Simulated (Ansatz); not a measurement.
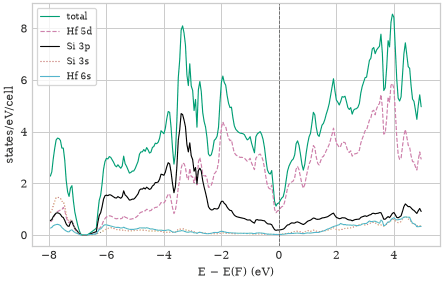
Fig. 1. Total and projected density of states of HfSi in space group Pnma (No. 62; Hf on 4c, Si on 4c), r²SCAN in the plane-wave PAW code Ansatz

Task: Which orbitals carry the states next to the Fermi level?

Result: Within 0.5 eV of the Fermi level: Hf 5d 75 %, Si 3p 16 %, outside the projected shells 5 %. Projections are on Löwdin-orthogonalised atomic valence shells; empty p or d shells of many metals are not among them.

Task: Where is the tallest occupied peak in this window, and what makes it?

Result: Near -3.3 eV, about 8.1 states/eV per cell; the largest projected share is Si 3p.

The workflow started from a Materials Project entry (that database holds measured and hypothetical structures alike); the Crystallography Open Database files this formula in space group No. 62, but the cells were not matched. Whether it is the stable phase at ambient conditions was not checked. Symmetry was held in the r²SCAN relaxation; whether a distortion lowers the energy is not shown. The run is not spin-polarised. Scalar-relativistic: spin–orbit coupling is off unless named, which matters more the heavier the elements.

Potentials: the later of the program's two PAW sets.
